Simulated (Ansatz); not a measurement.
Band structure of Hg₃Ge (P6_3/mmc, 8 atoms in the cell).

```xyz
8
Lattice="6.4705 0.0000 0.0000 -3.2352 5.6036 0.0000 0.0000 0.0000 5.2472" Properties=species:S:1:pos:R:3 pbc="T T T"
Ge     3.2352     1.8679     1.3118
Ge     0.0000     3.7357     3.9354
Hg     1.6368     0.9450     3.9354
Hg     1.5985     4.6586     1.3118
Hg     0.0000     1.8900     1.3118
Hg     3.2352     3.7136     3.9354
Hg     4.8337     0.9450     3.9354
Hg    -1.5985     4.6586     1.3118
```

Level of theory: LDA (PW92), PAW files made with PBE (plane waves; Ansatz, a first-principles code).

Settings: kpoints.mp_grid.grid = 3 3 4; hamiltonian.xc = lda; hamiltonian.pseudopotentials = {kind: paw} (the program's default PAW files); scf.occupations.method = gaussian; scf.occupations.width = 0.1 eV; kpoints.band_path.npoints = 8.

The starting cell comes from a database of computed structures (which also holds hypothetical and non-ambient phases and stackings), without a prior relaxation at this level. Spin-orbit coupling is off.

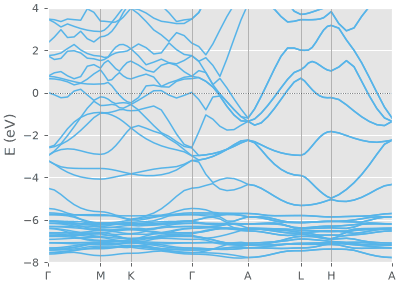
Bands along the path, energies from the Fermi level.

Levels in eV from the Fermi level, bands 71 to 78:
```
point     71     72     73     74     75     76     77     78
-----  -----  -----  -----  -----  -----  -----  -----  -----
Γ      -2.98  -2.61  -2.59   0.01   0.66   0.77   0.77   1.74
M      -0.98  -0.94  -0.61  -0.20   0.41   1.07   1.15   1.51
K      -1.66  -0.86  -0.56  -0.56  -0.48   0.64   1.48   2.07
A      -2.24  -2.24  -1.36  -1.36  -1.36  -1.36  -1.20  -1.20
L      -2.96  -2.96   0.67   0.67   1.08   1.08   2.00   2.00
H      -1.83  -1.83  -0.24  -0.24   1.02   1.02   3.17   3.17
```

Bands cross the Fermi level along this path, so the cell is metallic at this level.

Keys are those of Ansatz 0.2.
